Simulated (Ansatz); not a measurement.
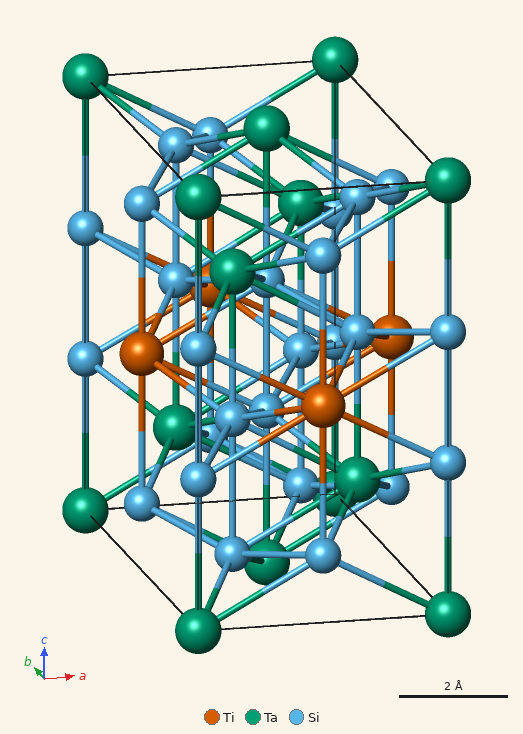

Ball-and-stick drawing of the structure, looking slightly off an axis. The parallelepiped is the conventional unit cell.

Ta3TiSi8, space group C222 (No. 21), a = 4.800 Å, b = 8.682 Å, c = 8.392 Å, α = 90.00°, β = 90.00°, γ = 90.00°. The initial geometry was a structure type filled with these elements by a generator (whether the compound takes this form wasn't checked). Earlier steps of the study, as a rule a relaxation of our own, may have changed the cell and positions, so they can lie some per cent off the listed ones. It was run through Ansatz as a DFT input.

This one geometry was computed with Ansatz (DFT, plane waves, PAW) at three levels of theory: PBE, LDA and r2SCAN.

**Which level gives the highest pressure at this volume, and what does that say about its equilibrium volume?**

Highest: PBE (0.0 GPa), which points to the largest equilibrium volume. Lowest, with the smallest volume: LDA (-7.7 GPa). Levels within 0.5 GPa of each other can't be told apart.

**How does the band gap change with the level of theory?**

All levels give a metal.

**Collect the results in a table.**

| level | cutoff (eV) | k-mesh of the run's cell | gap (eV) | pressure (GPa) |
| --- | --- | --- | --- | --- |
| PBE | 420 | 10×10×6 | metal | 0.0 |
| LDA | 420 | 10×10×6 | metal | -7.7 |
| r2SCAN | 500 | 10×10×6 | metal | -3.0 |

Gaps are taken on the k-mesh or band path of each run.
